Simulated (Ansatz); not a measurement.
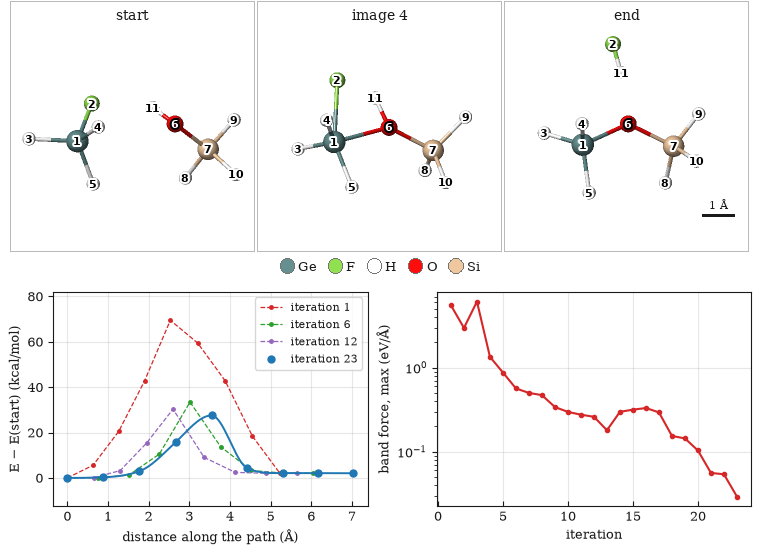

A nudged-elastic-band calculation for GeSiH7OF. Images are numbered from 0 (start) to 8 (end). The plot follows the band through its iterations. A ball-and-stick model, seen at a tilt.

Computed with RKS BHLYP-D4/def2-mTZVP in Ansatz. Set-up: 7 movable images; climbing image; force threshold 0.05 eV/Å; iteration limit 60; starting path through a guess of the saddle point.

Question: Did the band converge, and can the barrier be trusted?

Answer: The result is final at these settings. The band converged in 23 iterations. The largest component of the band force went from 5.5 to 0.029 eV/Å. The climbing image converged on the top of the path. Its vibrational analysis gives one imaginary mode (420i cm⁻¹), as a transition state must have. The first iteration put the highest image at 69.5 kcal/mol. Forward barrier 27.5 kcal/mol, backward barrier 25.5 kcal/mol, with image 4 at the top; the reaction energy is +2.1 kcal/mol.

Cost: 4.9 min on 4 threads of Arm Neoverse V2, with other jobs on the host, peak memory 0.31 GiB.
